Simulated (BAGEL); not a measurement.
**RI-MP2/cc-pVDZ (density fitting with qzvpp-jkfit) run of CH6O2Si (SMILES C[SiH](O)O)**

What is the energy change on altering one bond length of CH6O2Si at RI-MP2/cc-pVDZ (density fitting with qzvpp-jkfit)? 

Program for the calculation: BAGEL 1.2.2.

2 further runs of the same task are left out: 1 that didn't finish, 1 set aside as unsound or not needed. Runs told in other sessions of the task aren't counted.

### Step 1. Starting point

The species is CH6O2Si (10 atoms), meant as a singlet with charge 0. As SMILES, `C[SiH](O)O`. The shape is that of a PBE0-D4/def2-TZVP optimisation. This is one conformer, not always the lowest.

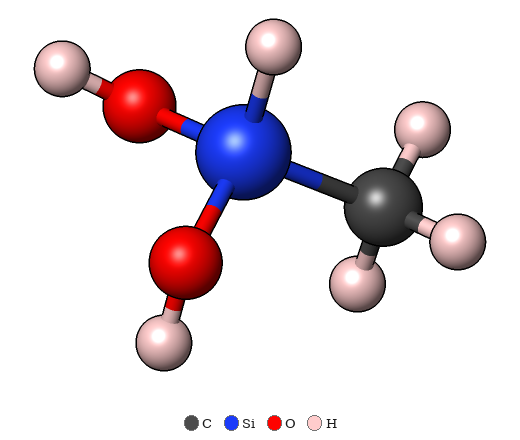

Viewed from a chosen angle; carbon dark grey, silicon blue, oxygen red, hydrogen pink.

### Step 2. The energy at RI-MP2/cc-pVDZ (density fitting with qzvpp-jkfit)

Input file mp2.json:

```json
{ "bagel" : [

{
  "title" : "molecule",
  "basis" : "cc-pvdz.json",
  "df_basis" : "qzvpp-jkfit",
  "angstrom" : true,
  "geometry" : [
    { "atom" : "C", "xyz" : [      -1.293000,       0.347800,      -0.146400 ] },
    { "atom" : "Si", "xyz" : [       0.517500,       0.180000,       0.206800 ] },
    { "atom" : "O", "xyz" : [       0.650400,      -1.156000,       1.160800 ] },
    { "atom" : "O", "xyz" : [       1.425000,       0.058500,      -1.161600 ] },
    { "atom" : "H", "xyz" : [      -1.681100,      -0.549800,      -0.635600 ] },
    { "atom" : "H", "xyz" : [      -1.853400,       0.489100,       0.780800 ] },
    { "atom" : "H", "xyz" : [      -1.484400,       1.203800,      -0.797400 ] },
    { "atom" : "H", "xyz" : [       1.088600,       1.369900,       0.884700 ] },
    { "atom" : "H", "xyz" : [       1.521500,      -1.366900,       1.499800 ] },
    { "atom" : "H", "xyz" : [       1.192100,      -0.627600,      -1.788900 ] }
  ]
},

{ "title" : "hf" },

{ "title" : "mp2", "ncore" : 8 }

]}
```

The basis set cc-pVDZ is read from a file made from the Basis Set Exchange's data (not shown).

On the command line:

```sh
$ BAGEL_NUM_THREADS=1 BAGEL mp2.json > mp2.out
```

What it wrote:

```text
* using 1 threads per process

  ===============================================================
  ===============================================================

  *** Geometry ***

  { "atom" : "C", "xyz" : [     -2.443416,      0.657247,     -0.276656 ] },
  { "atom" : "Si", "xyz" : [      0.977933,      0.340151,      0.390795 ] },
  { "atom" : "O", "xyz" : [      1.229078,     -2.184523,      2.193594 ] },
  { "atom" : "O", "xyz" : [      2.692860,      0.110549,     -2.195106 ] },
  { "atom" : "H", "xyz" : [     -3.176819,     -1.038971,     -1.201110 ] },
  { "atom" : "H", "xyz" : [     -3.502418,      0.924265,      1.475498 ] },
  { "atom" : "H", "xyz" : [     -2.805109,      2.274852,     -1.506868 ] },
  { "atom" : "H", "xyz" : [      2.057156,      2.588736,      1.671841 ] },
  { "atom" : "H", "xyz" : [      2.875218,     -2.583067,      2.834211 ] },
  { "atom" : "H", "xyz" : [      2.252743,     -1.185992,     -3.380531 ] },

  Number of auxiliary basis functions:      465

  Since a DF basis is specified, we compute 2- and 3-index integrals:
    o Being stored without compression. Storage requirement is 0.030 GB

  Number of basis functions:       90
  Number of electrons      :       42

    * METHOD: MOLECULE                             0.19

  *** RHF ***

  === Nuclear Repulsion ===
   183.9643717145

      * DIIS with orbital gradients will be used.

  === RHF iteration (cc-pvdz.json) ===
      0       -479.77794112          0.01932026           0.05
      1       -480.01696920          0.01180120           0.05
      2       -480.12410850          0.00152380           0.05
      3       -480.12599535          0.00051721           0.05
      4       -480.12618443          0.00009000           0.05
      5       -480.12619116          0.00001817           0.05
      6       -480.12619150          0.00000654           0.05
      7       -480.12619154          0.00000175           0.05
      8       -480.12619154          0.00000062           0.05
      9       -480.12619154          0.00000016           0.05
     10       -480.12619154          0.00000008           0.05
     11       -480.12619154          0.00000002           0.05
     12       -480.12619154          0.00000000           0.05
    * SCF iteration converged.

    * Permanent dipole moment:
           (    0.038689,     0.318545,     0.163470) a.u.

    * METHOD: HF                                   0.79

  *** RHF ***

  === Nuclear Repulsion ===
   183.9643717145

      * DIIS with orbital gradients will be used.

  === RHF iteration (cc-pvdz.json) ===
      0       -480.12619154          0.00000000           0.05
    * SCF iteration converged.

    * Permanent dipole moment:
           (    0.038689,     0.318545,     0.163470) a.u.

  === DF-MP2 calculation ===

    * freezing 8 orbitals
    * 3-index integral transformation done
    * assembly done

      MP2 correlation energy:   -0.6205440386      0.04

      MP2 total energy:       -480.7467355819

    * METHOD: MP2                                  0.16

  ===============================================================
```

Wall time 1.3 s (1 thread of Arm Neoverse V2, shared host); peak memory 0.12 GiB.

### Step 3. The distorted shape at the same level

Input file input.json:

```json
{ "bagel": [

{
  "title": "molecule",
  "basis": "cc-pvdz.json",
  "df_basis": "qzvpp-jkfit",
  "angstrom": "true",
  "geometry": [
    { "atom": "C", "xyz": [   -1.208918,    0.326600,   -0.285516 ] },
    { "atom": "Si", "xyz": [    0.601582,    0.158800,    0.067684 ] },
    { "atom": "O", "xyz": [    0.734482,   -1.177200,    1.021684 ] },
    { "atom": "O", "xyz": [    1.509082,    0.037300,   -1.300716 ] },
    { "atom": "H", "xyz": [   -1.597018,   -0.571000,   -0.774716 ] },
    { "atom": "H", "xyz": [   -1.853400,    0.489100,    0.780800 ] },
    { "atom": "H", "xyz": [   -1.400318,    1.182600,   -0.936516 ] },
    { "atom": "H", "xyz": [    1.172682,    1.348700,    0.745584 ] },
    { "atom": "H", "xyz": [    1.605582,   -1.388100,    1.360684 ] },
    { "atom": "H", "xyz": [    1.276182,   -0.648800,   -1.928016 ] }
  ]
},
{ "title": "hf", "charge": 0 },
{ "title": "mp2", "charge": 0, "ncore": 8 }

]}
```

The basis set cc-pVDZ is read from a file made from the Basis Set Exchange's data (not shown).

On the command line:

```sh
$ BAGEL_NUM_THREADS=1 BAGEL input.json > input.out
```

What it wrote:

```text
* using 1 threads per process

  ===============================================================
  ===============================================================

  *** Geometry ***

  { "atom" : "C", "xyz" : [     -2.284524,      0.617185,     -0.539547 ] },
  { "atom" : "Si", "xyz" : [      1.136825,      0.300089,      0.127904 ] },
  { "atom" : "O", "xyz" : [      1.387970,     -2.224586,      1.930703 ] },
  { "atom" : "O", "xyz" : [      2.851752,      0.070487,     -2.457997 ] },
  { "atom" : "H", "xyz" : [     -3.017927,     -1.079034,     -1.464001 ] },
  { "atom" : "H", "xyz" : [     -3.502418,      0.924265,      1.475498 ] },
  { "atom" : "H", "xyz" : [     -2.646218,      2.234790,     -1.769759 ] },
  { "atom" : "H", "xyz" : [      2.216048,      2.548674,      1.408950 ] },
  { "atom" : "H", "xyz" : [      3.034110,     -2.623129,      2.571320 ] },
  { "atom" : "H", "xyz" : [      2.411634,     -1.226054,     -3.643422 ] },

  Number of auxiliary basis functions:      465

  Since a DF basis is specified, we compute 2- and 3-index integrals:
    o Being stored without compression. Storage requirement is 0.030 GB

  Number of basis functions:       90
  Number of electrons      :       42

    * METHOD: MOLECULE                             0.19

  *** RHF ***

  === Nuclear Repulsion ===
   183.3222821954

      * DIIS with orbital gradients will be used.

  === RHF iteration (cc-pvdz.json) ===
      0       -479.76489150          0.01910942           0.05
      1       -480.00235371          0.01185805           0.05
      2       -480.11090282          0.00150588           0.05
      3       -480.11280378          0.00050156           0.05
      4       -480.11298507          0.00009195           0.05
      5       -480.11299236          0.00001928           0.05
      6       -480.11299277          0.00000654           0.05
      7       -480.11299282          0.00000135           0.05
      8       -480.11299282          0.00000051           0.05
      9       -480.11299282          0.00000018           0.05
     10       -480.11299282          0.00000007           0.05
     11       -480.11299282          0.00000002           0.05
     12       -480.11299282          0.00000000           0.05
    * SCF iteration converged.

    * Permanent dipole moment:
           (    0.009173,     0.325582,     0.203924) a.u.

    * METHOD: HF                                   0.79

  *** RHF ***

  === Nuclear Repulsion ===
   183.3222821954

      * DIIS with orbital gradients will be used.

  === RHF iteration (cc-pvdz.json) ===
      0       -480.11299282          0.00000000           0.05
    * SCF iteration converged.

    * Permanent dipole moment:
           (    0.009173,     0.325582,     0.203924) a.u.

  === DF-MP2 calculation ===

    * freezing 8 orbitals
    * 3-index integral transformation done
    * assembly done

      MP2 correlation energy:   -0.6224569923      0.04

      MP2 total energy:       -480.7354498156

    * METHOD: MP2                                  0.15

  ===============================================================
```

Wall time 1.3 s (1 thread of Arm Neoverse V2, shared host); peak memory 0.12 GiB.

### Step 4. Outcome

Level: RI-MP2/cc-pVDZ (density fitting with qzvpp-jkfit), 8 core orbitals frozen.

| quantity | value |
| --- | --- |
| first shape: total energy | -480.74674 Eh |
| first shape: correlation energy (8 core orbitals frozen) | -620.5 mEh |
| distorted shape: total energy | -480.73545 Eh |
| distorted shape: correlation energy (8 core orbitals frozen) | -622.5 mEh |
| energy change with the C1–H6 bond stretched from 1.093 to 1.257 Å | 0.307 eV |

What this shows: With the C1–H6 bond stretched from 1.093 to 1.257 Å the energy rises by 0.31 eV (7.1 kcal/mol). The first shape isn't relaxed at this level, so the change isn't measured from a minimum.
